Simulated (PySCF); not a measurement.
# C3H4ClN (SMILES C=NC(=C)Cl): CAM-B3LYP/STO-3G

What is the vertical ionisation energy of C3H4ClN at CAM-B3LYP/STO-3G? The job is set up through a Python script.

Program for the calculation: PySCF 2.14.0.

## (1) Starting point

The species is C3H4ClN (9 atoms), meant as a singlet with charge 0. As SMILES, `C=NC(=C)Cl`. The coordinates come from a GFN2-xTB relaxation. This is one conformer, not always the lowest.

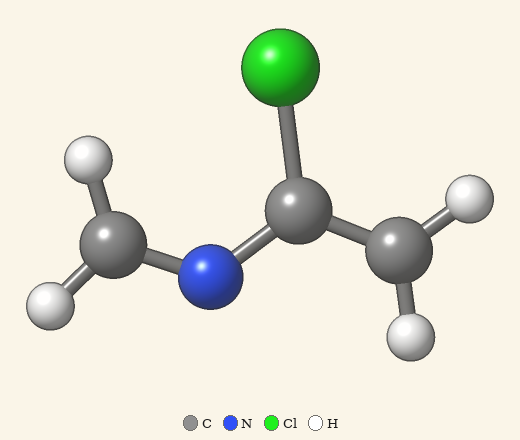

Viewed from a chosen angle; carbon grey, nitrogen blue, chlorine green, hydrogen white.

## (2) The energy at CAM-B3LYP/STO-3G

input.xyz reads:

```xyz
9

C      0.169470     1.210530     1.309280
N      0.213480     0.055180     0.806930
C     -0.095900    -0.241270    -0.479260
C     -0.020770    -1.486530    -0.939200
Cl    -0.615360     1.048160    -1.579760
H     -0.122950     2.110440     0.767830
H      0.442640     1.314360     2.348450
H      0.292250    -2.274760    -0.278890
H     -0.262860    -1.736100    -1.955380
```

job.py reads:

```python
# C=NC(=C)Cl
from pyscf import gto, dft

system = gto.M(
    atom='input.xyz',
    basis='sto-3g',
    charge=0,
    verbose=4,
    max_memory=1860,
)

calc0 = dft.RKS(system)
calc0.xc = 'cam-b3lyp'
calc0.grids.level = 4
calc0.conv_tol = 1e-10
calc0.kernel()
if not calc0.converged:
    calc0 = calc0.newton().run(calc0.mo_coeff, calc0.mo_occ)

e_final = calc0.e_tot
print('E(%s) = %.9f' % ('CAM-B3LYP', e_final))
```

Launch:

```
$ OMP_NUM_THREADS=1 python job.py
```

The log of the run:

```text
PySCF version 2.14.0

[INPUT] num. atoms = 9
[INPUT] num. electrons = 46
[INPUT] charge = 0
[INPUT] spin (= nelec alpha-beta = 2S) = 0
[INPUT] symmetry False subgroup None
[INPUT] Mole.unit = angstrom
[INPUT] Symbol           X                Y                Z      unit          X                Y                Z       unit  Magmom
[INPUT]  1 C      0.169470000000   1.210530000000   1.309280000000 AA    0.320251886330   2.287570165570   2.474180620371 Bohr   0.0
[INPUT]  2 N      0.213480000000   0.055180000000   0.806930000000 AA    0.403418733072   0.104275087554   1.524876701695 Bohr   0.0
[INPUT]  3 C     -0.095900000000  -0.241270000000  -0.479260000000 AA   -0.181224735346  -0.455934222074  -0.905670142459 Bohr   0.0
[INPUT]  4 C     -0.020770000000  -1.486530000000  -0.939200000000 AA   -0.039249611607  -2.809134575950  -1.774830776192 Bohr   0.0
[INPUT]  5 Cl    -0.615360000000   1.048160000000  -1.579760000000 AA   -1.162861868012   1.980735334724  -2.985313742543 Bohr   0.0
[INPUT]  6 H     -0.122950000000   2.110440000000   0.767830000000 AA   -0.232341827015   3.988153602327   1.450988410225 Bohr   0.0
[INPUT]  7 H      0.442640000000   1.314360000000   2.348450000000 AA    0.836468371777   2.483780429083   4.437927317235 Bohr   0.0
[INPUT]  8 H      0.292250000000  -2.274760000000  -0.278890000000 AA    0.552272459904  -4.298673399116  -0.527025718880 Bohr   0.0
[INPUT]  9 H     -0.262860000000  -1.736100000000  -1.955380000000 AA   -0.496733409103  -3.280753524857  -3.695132669452 Bohr   0.0

nuclear repulsion = 201.745907634185
number of shells = 21
number of NR pGTOs = 99
number of NR cGTOs = 33
basis = sto-3g
ecp = {}

******** <class 'pyscf.dft.rks.RKS'> ********
method = RKS
initial guess = minao
damping factor = 0
level_shift factor = 0
DIIS = <class 'pyscf.scf.diis.CDIIS'>
diis_start_cycle = 1
diis_space = 8
diis_damp = 0
SCF conv_tol = 1e-10
SCF conv_tol_grad = None
SCF max_cycles = 50
direct_scf = True
direct_scf_tol = 1e-13
XC library pyscf.dft.libxc version 7.0.0
    S. Lehtola, C. Steigemann, M. J.T. Oliveira, and M. A.L. Marques.,  SoftwareX 7, 1–5 (2018)
XC functionals = cam-b3lyp
    T. Yanai, D. P. Tew, and N. C. Handy.,  Chem. Phys. Lett. 393, 51 (2004)
radial grids:
    Treutler-Ahlrichs [JCP 102, 346 (1995); DOI:10.1063/1.469408] (M4) radial grids

becke partition: Becke, JCP 88, 2547 (1988); DOI:10.1063/1.454033
pruning grids: <function nwchem_prune>
grids dens level: 4
symmetrized grids: False
atomic radii adjust function: <function treutler_atomic_radii_adjust>
small_rho_cutoff = 0
Set gradient conv threshold to 1e-05
Initial guess from minao.
tot grids = 205224
init E= -624.892823355378
  HOMO = -0.237567717480699  LUMO = -0.0278441529225836  gap/eV = 5.70687
cycle= 1 E= -624.253018908372  delta_E= 0.64  |g|= 0.414  |ddm|= 4.14
  HOMO = -0.22735903902712  LUMO = 0.0472253318096661  gap/eV = 7.47182
cycle= 2 E= -624.262931643876  delta_E= -0.00991  |g|= 0.451  |ddm|= 1.09
  HOMO = -0.259136546018219  LUMO = 0.0606248346793481  gap/eV = 8.70115
cycle= 3 E= -624.318513914932  delta_E= -0.0556  |g|= 0.0443  |ddm|= 0.546
  HOMO = -0.257315736643354  LUMO = 0.0723373487076583  gap/eV = 8.97032
cycle= 4 E= -624.319242188037  delta_E= -0.000728  |g|= 0.0202  |ddm|= 0.0983
  HOMO = -0.259158631005047  LUMO = 0.0713698263788333  gap/eV = 8.99414
cycle= 5 E= -624.319373526605  delta_E= -0.000131  |g|= 0.00534  |ddm|= 0.0314
  HOMO = -0.258802398603666  LUMO = 0.070985463389335  gap/eV = 8.97398
cycle= 6 E= -624.319381557856  delta_E= -8.03e-06  |g|= 0.00221  |ddm|= 0.00835
  HOMO = -0.259220588664136  LUMO = 0.0710125664919549  gap/eV = 8.98610
cycle= 7 E= -624.319383035026  delta_E= -1.48e-06  |g|= 0.000477  |ddm|= 0.00353
  HOMO = -0.259066051330341  LUMO = 0.0711076291999225  gap/eV = 8.98448
cycle= 8 E= -624.319383118808  delta_E= -8.38e-08  |g|= 5.94e-05  |ddm|= 0.000767
  HOMO = -0.259086491685727  LUMO = 0.0710946589606832  gap/eV = 8.98469
cycle= 9 E= -624.31938312048  delta_E= -1.67e-09  |g|= 6.38e-06  |ddm|= 0.000146
  HOMO = -0.25908595149397  LUMO = 0.0710957411767599  gap/eV = 8.98470
cycle= 10 E= -624.319383120495  delta_E= -1.5e-11  |g|= 6.28e-07  |ddm|= 1.13e-05
  HOMO = -0.259085879252931  LUMO = 0.0710957288470745  gap/eV = 8.98470
Extra cycle  E= -624.319383120495  delta_E= -4.55e-13  |g|= 4.27e-07  |ddm|= 1.7e-06
converged SCF energy = -624.319383120495
E(CAM-B3LYP) = -624.319383120
```

Wall time 9.6 s (1 thread of Arm Neoverse V1, shared host); peak memory 0.26 GiB.

## (3) The doublet cation, same level

mol.xyz reads:

```xyz
9

C      0.169470     1.210530     1.309280
N      0.213480     0.055180     0.806930
C     -0.095900    -0.241270    -0.479260
C     -0.020770    -1.486530    -0.939200
Cl    -0.615360     1.048160    -1.579760
H     -0.122950     2.110440     0.767830
H      0.442640     1.314360     2.348450
H      0.292250    -2.274760    -0.278890
H     -0.262860    -1.736100    -1.955380
```

job.py reads:

```python
from pyscf import gto, dft

molecule = gto.M(
    atom='mol.xyz',
    basis='sto-3g',
    max_memory=1860,
    verbose=3,
    charge=1,
    spin=1,
)

ks = dft.UKS(molecule)
ks.xc = 'cam-b3lyp'
ks.grids.level = 4
ks.conv_tol = 1e-10
ks.kernel()
if not ks.converged:
    ks = ks.newton().run(ks.mo_coeff, ks.mo_occ)

e_tot = ks.e_tot
print('E(%s) = %.9f' % ('CAM-B3LYP', e_tot))
```

Launch:

```
$ OMP_NUM_THREADS=1 python job.py
```

The log of the run:

```text
WARN: HOMO -0.237567717480699 >= LUMO -0.237567717480702

converged SCF energy = -624.006514944354  <S^2> = 0.76134283  2S+1 = 2.0113108
E(CAM-B3LYP) = -624.006514944
```

Run time: 31 s. Hardware: 1 thread of Arm Neoverse V1, shared host; peak memory 0.27 GiB.

## (4) Summary of results

Level: CAM-B3LYP/STO-3G.

| quantity | value |
| --- | --- |
| singlet C3H4ClN: total energy | -624.31938 Eh |
| singlet C3H4ClN: dipole moment | 0.94 D |
| singlet C3H4ClN: HOMO energy | -7.05 eV |
| singlet C3H4ClN: LUMO energy | 1.93 eV |
| singlet C3H4ClN: HOMO–LUMO gap | 8.98 eV |
| doublet cation: total energy | -624.00651 Eh |
| doublet cation: HOMO energy (highest over α and β) | -13.83 eV |
| doublet cation: LUMO energy (lowest over α and β) | -9.88 eV |
| doublet cation: ⟨S²⟩ | 0.761 |
| vertical ionisation energy (to the doublet cation) | 8.514 eV |

What this shows: The vertical ionisation energy comes to 8.51 eV (821 kJ/mol). −ε(HOMO) before ionisation, 7.05 eV, is 1.46 eV below this ionisation energy. In a minimal basis such a difference can be off by several eV, whatever the method.
